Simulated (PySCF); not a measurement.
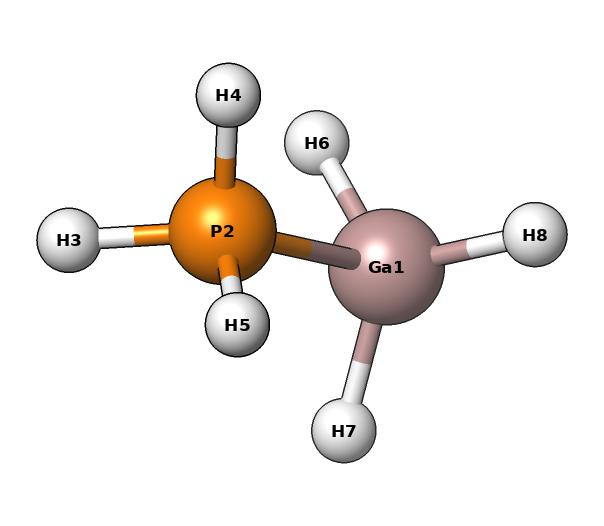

Computed geometry: PBE0-D3(BJ)/def2-SVP optimisation. No frequency run is at hand to confirm it as a minimum. Level of theory: delta-SCF UKS SCAN, pcX-2 on the ionised atom (unc-x2c-TZVPall on a metal), pcseg-1 elsewhere, spin-free X2C (PySCF 2.14.0).

Give the core-electron binding energies (to vacuum; p and d levels without spin–orbit splitting) of P2 1s, P2 2p.

| atom | level | binding energy (eV) |
| --- | --- | --- |
| P2 | 1s | 2151.7 |
| P2 | 2p | 138.3 |
